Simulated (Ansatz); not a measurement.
# CdTe, pressure series

Take CdTe in the zinc blende structure (space group F-43m, No. 216; a = 6.6180 Å) as the base.

Cell and atoms are relaxed at each pressure.

The values are results of PBE in Ansatz (plane waves to 420 eV, PAW, no spin-orbit coupling), not measurements.

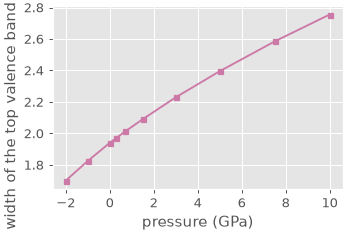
Figure: Width of the top valence band against pressure

**Question.** From the plot, what is the width of the top valence band for pressure 5 GPa?

**Answer.** About 2.40 eV.

**Question.** Is the trend monotonic over the range shown?

**Answer.** Yes, it rises throughout, spanning 1.70 eV to 2.76 eV.

Spin-orbit coupling, missing from the scalar runs, can matter with Te. The levels and masses belong to the bands next to the band gap. Load acts through the strain it causes; cell and atoms are relaxed under it. Whether these cells are dynamically stable was not tested. Measured, CdTe leaves this structure (for cinnabar) near 3.53 GPa (temperature not stated; as listed in Datta, Sujoy, Jana, Debnarayan, arXiv (2020)), on rising pressure, with hysteresis.

Ansatz is a program for electronic structure.
